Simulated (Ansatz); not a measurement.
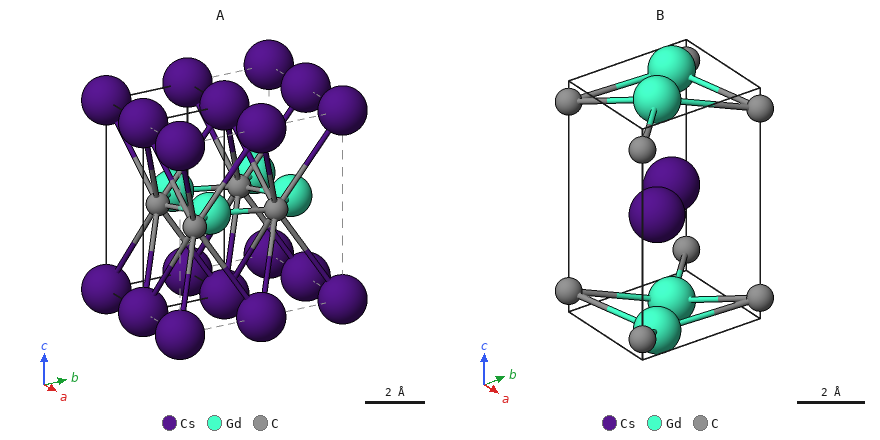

Two structures of CsGdC, each relaxed to rest (conventional cells in solid outline, small ones repeated, not to one scale). Method: DFT PBE, scalar-relativistic, plane waves, PAW (Ansatz), with collinear spins.

Question: What are the two structures?

Answer: A: 3 atoms a cell on a primitive hexagonal lattice, P-6m2. B: 6 atoms a cell on a primitive hexagonal lattice, P6/mmm.

Question: Which has the lower energy, and by how much?

Answer: A is lower, by 563 meV/atom at this level of theory (energies at zero smearing). Volumes: A 31.8, B 35.0 Å³/atom.

One or both may be structure types tried for this composition rather than known phases.
